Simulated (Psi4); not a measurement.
**CCSD/def2-TZVPPD run of SiO (SMILES O=[Si])**

Aim: the vertical singlet–triplet gap of SiO at CCSD/def2-TZVPPD, from 2 runs. 

Program for the calculation: Psi4 1.11.

10 further runs of the same task are left out: 10 that didn't finish.

### 1 The molecule

SiO has 2 atoms, charge 0, and is taken as a singlet. As SMILES, `O=[Si]`. Geometry: relaxed at PBE0-D4/def2-TZVP.

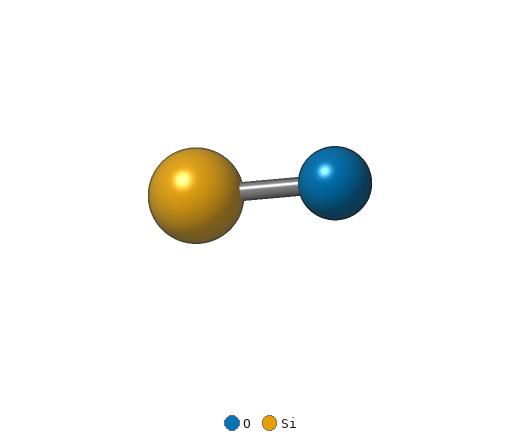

The structure, seen from a chosen angle (oxygen blue, silicon amber).

### 2 The energy at CCSD/def2-TZVPPD

File calc.inp:

```
memory 1600 mb

molecule geom {
  0 1
  O     -1.21074753     0.43747160    -0.61227126
  Si     1.21074753    -0.43747160     0.61227126
  units au
  symmetry c1
  no_reorient
  no_com
}

set globals {
  puream          true
  e_convergence   1e-09
  d_convergence   1e-08
  scf_type        pk
  num_frozen_docc 6
}

energy_value, wavefunction = energy("ccsd/def2-TZVPPD", return_wfn=True)
```

Launch:

```bash
$ psi4 -i calc.inp -o calc.out -n 1
```

calc.out:

```text
[...]
  Running in c1 symmetry.
[...]
  Nuclear repulsion =   39.283332356482084
[...]
  Multiplicity = 1
[...]
  Nalpha       = 11
  Nbeta        = 11
[...]
    Number of basis functions: 88
[...]
   @RHF iter   1:  -363.68855568312495   -8.20064e-01   6.99703e-03 DIIS/ADIIS
[...]
   @RHF iter  11:  -363.84246550572874   -2.78533e-12   2.78087e-09 DIIS
[...]
    Orbital Energies [Eh]
    ---------------------
    Doubly Occupied:
       1A    -68.818277     2A    -20.532156     3A     -6.167720
       4A     -4.269130     5A     -4.269130     6A     -4.268931
       7A     -1.263281     8A     -0.609502     9A     -0.474910
      10A     -0.474910    11A     -0.437590
[...]
  @RHF Final Energy:  -363.84246550572874
   => Energetics <=
    Nuclear Repulsion Energy =             39.2833323564820844
    One-Electron Energy =                -583.0805231607176893
    Two-Electron Energy =                 179.9547252985068440
    Total Energy =                       -363.8424655057287396
[...]
 Multipole Moments:
 ------------------------------------------------------------------------------------
     Multipole            Electronic (a.u.)      Nuclear  (a.u.)        Total (a.u.)
 ------------------------------------------------------------------------------------
 L = 1.  Multiply by 2.5417464519 to convert [e a0] to [Debye]
 Dipole X            :         -6.0225980            7.2644852            1.2418872
 Dipole Y            :          2.1761065           -2.6248296           -0.4487231
 Dipole Z            :         -3.0456091            3.6736276            0.6280185
 Magnitude           :                                                    1.4622050
[...]
      * MP2 total energy                      = -364.179573558338575
[...]
      * CCSD total energy                     = -364.181159790100537
[...]
```

Run time: 18 s. Hardware: 1 thread of AMD EPYC 7B13 (Zen 3), shared host; peak memory 0.75 GiB.

### 3 The triplet at the same level

File run.py:

```python
import psi4

psi4.set_memory(1600000000)
psi4.set_num_threads(1)
psi4.set_output_file('run.log', False)

mol = psi4.geometry("""
0 3
O
Si 1 1.508728
units angstrom
symmetry c1
""")

psi4.set_options({
    'basis': 'def2-TZVPPD',
    'reference': 'uhf',
    'puream': True,
    'e_convergence': 1e-09,
    'd_convergence': 1e-08,
    'scf_type': 'pk',
    'num_frozen_docc': 6,
    'maxiter': 200,
})

e, wfn = psi4.energy("ccsd", molecule=mol, return_wfn=True)
print(f'total energy {e:.8f} hartree = {e * 27.211386:.5f} eV')
```

Launch:

```bash
$ python run.py
```

run.log:

```text
[...]
  Running in c1 symmetry.
[...]
  Nuclear repulsion =   39.283321841339195
[...]
  Multiplicity = 3
[...]
  Nalpha       = 12
  Nbeta        = 10
[...]
    Number of basis functions: 88
[...]
   @UHF iter   1:  -363.52508122325702   -6.56591e-01   7.27308e-03 ADIIS/DIIS
[...]
   @UHF iter  18:  -363.71411980875467   -5.05906e-12   5.81115e-09 DIIS
[...]
   @S^2 Observed:                2.027527086E+00
[...]
    Orbital Energies [Eh]
    ---------------------
    Alpha Occupied:
       1A    -68.854601     2A    -20.562830     3A     -6.203083
       4A     -4.311423     5A     -4.309245     6A     -4.303367
       7A     -1.317337     8A     -0.681664     9A     -0.550332
      10A     -0.538908    11A     -0.505291    12A     -0.295159
    Alpha Virtual:
      13A      0.002027    14A      0.058964    15A      0.080904
      16A      0.132627    17A      0.139449    18A      0.142071
      19A      0.142505    20A      0.144524    21A      0.181041
      22A      0.186011    23A      0.236980    24A      0.311216
      25A      0.342322    26A      0.354629    27A      0.363445
[...]
  @UHF Final Energy:  -363.71411980875467
   => Energetics <=
    Nuclear Repulsion Energy =             39.2833218413391947
    One-Electron Energy =                -582.3964550600610437
    Two-Electron Energy =                 179.3990134099671536
    Total Energy =                       -363.7141198087546741
  UHF NO Occupations:
  HONO-2 :   10  A 1.9896999
  HONO-1 :   11  A 1.0000000
[...]
 Multipole Moments:
 ------------------------------------------------------------------------------------
     Multipole            Electronic (a.u.)      Nuclear  (a.u.)        Total (a.u.)
 ------------------------------------------------------------------------------------
 L = 1.  Multiply by 2.5417464519 to convert [e a0] to [Debye]
 Dipole X            :         -0.0000000            0.0000000           -0.0000000
 Dipole Y            :          0.0000000            0.0000000            0.0000000
 Dipole Z            :          1.3781483            0.0073522            1.3855005
 Magnitude           :                                                    1.3855005
[...]
      * MP2 total energy                      = -364.023342817783941
[...]
      * CCSD total energy                     = -364.026346707807022
```

Standard output:

```text
total energy -364.02634671 hartree = -9905.66143 eV
```

Run time: 44 s. Hardware: 1 thread of AMD EPYC 7B13 (Zen 3), shared host; peak memory 0.78 GiB.

### 4 What came out

Level: CCSD/def2-TZVPPD, 6 core orbitals frozen.

| quantity | value |
| --- | --- |
| singlet: total energy | -364.18116 Eh |
| singlet: HOMO energy (Hartree–Fock orbitals) | -11.91 eV |
| singlet: LUMO energy (Hartree–Fock orbitals) | 0.87 eV |
| singlet: HOMO–LUMO gap (Hartree–Fock orbitals) | 12.77 eV |
| singlet: correlation energy (6 core orbitals frozen) | -338.7 mEh |
| singlet: T1 diagnostic | 0.026 |
| triplet: total energy | -364.02635 Eh |
| triplet: HOMO energy (Hartree–Fock orbitals) (highest over α and β) | -8.03 eV |
| triplet: LUMO energy (Hartree–Fock orbitals) (lowest over α and β) | -1.99 eV |
| triplet: correlation energy (6 core orbitals frozen) | -312.2 mEh |
| triplet: ⟨S²⟩ of the reference determinant | 2.028 |
| triplet: T1 diagnostic | 0.047 |
| vertical energy of the triplet above the singlet | 4.213 eV |

At this shape the triplet lies 4.21 eV (97 kcal/mol) above the singlet. The T1 diagnostic (singlet) of 0.026 is above the customary mark for such species, so a single reference may not serve. The T1 diagnostic (triplet) of 0.047 is above the customary mark for such species, so a single reference may not serve.
